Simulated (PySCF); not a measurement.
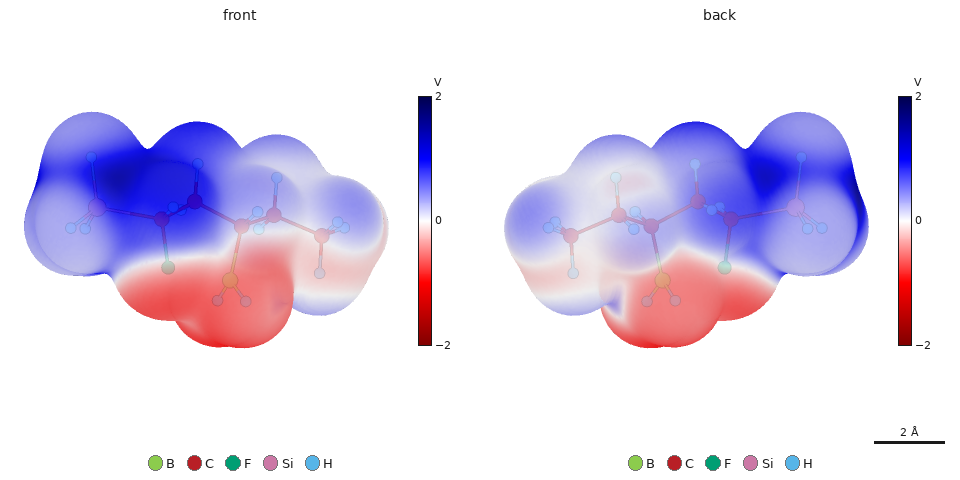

The picture shows: C$_{5}$H$_{14}$BFSi. The electrostatic potential painted on the density surface at 0.002 e/bohr³, seen from the front and from behind; red is negative and blue positive.

Geometry: GFN2-xTB.

Computed with PySCF 2.14.0, PBE0/pcSseg-1, SCF density, gas phase, non-relativistic.

```xyz
22

B     0.4806   -1.3293   -0.8328
C     0.6705   -0.1689    0.2645
C     1.8575    0.7581   -0.0211
C     3.1858    0.0176    0.0680
C    -0.6383    0.6358    0.2740
C    -1.7942   -0.3475    0.3495
F    -1.4815   -1.3827   -0.5616
Si   -3.5150    0.3552   -0.1275
H     0.7215   -2.4431   -0.5607
H     0.4653   -1.0160   -1.9633
H     0.8118   -0.5818    1.2705
H     1.8584    1.5866    0.6950
H     1.7494    1.1831   -1.0214
H     4.0156    0.6920   -0.1351
H     3.3205   -0.4050    1.0614
H     3.2106   -0.7946   -0.6543
H    -0.7103    1.2152   -0.6495
H    -0.6941    1.3277    1.1173
H    -1.7969   -0.8449    1.3265
H    -3.4180    0.8775   -1.4879
H    -3.8218    1.4160    0.8319
H    -4.4878   -0.7318   -0.0456
```

Describe the electrostatic potential map.

Answer. The most negative region (about −0.9 V) lies over H9, the most positive (about +1.5 V) over Si8.
